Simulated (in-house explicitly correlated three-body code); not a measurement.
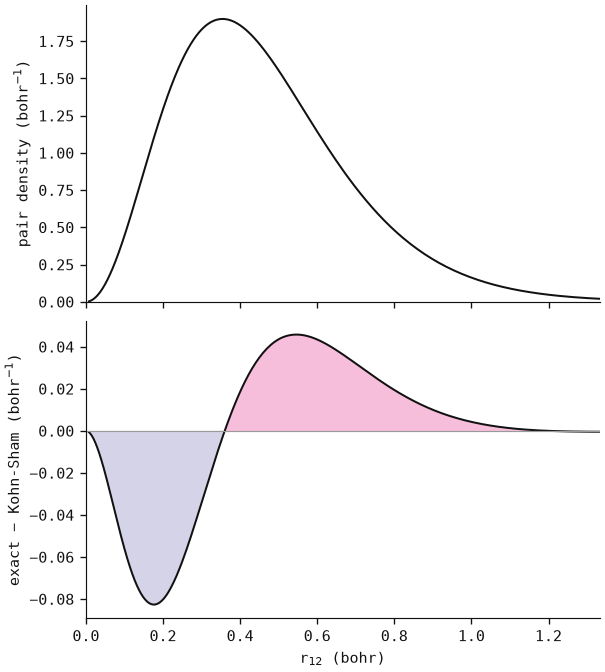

Two electrons around a point charge Z = 5.2. Computed variationally in 260 exponentially correlated functions with an in-house code, non-relativistic, converged to about 10⁻⁷ hartree. The plot shows the distribution of the distance r₁₂ between the electrons in the ground state (one pair, times 4πr₁₂²) and its difference from that of the Kohn-Sham determinant with the same density, the Coulomb hole.

> How large and how deep is the Coulomb hole?

The pair density peaks near r₁₂ = 0.35 bohr, and ⟨r₁₂⟩ = 0.4621 bohr. Correlation takes weight from short distances: the hole is deepest (−0.083 bohr⁻¹) near 0.18 bohr and first changes sign near 0.36 bohr, moving 1.7 % of the pair outwards. The mean cosine of the angle between the electrons is −0.0254, and the density-functional correlation energy is −44.81 millihartree.
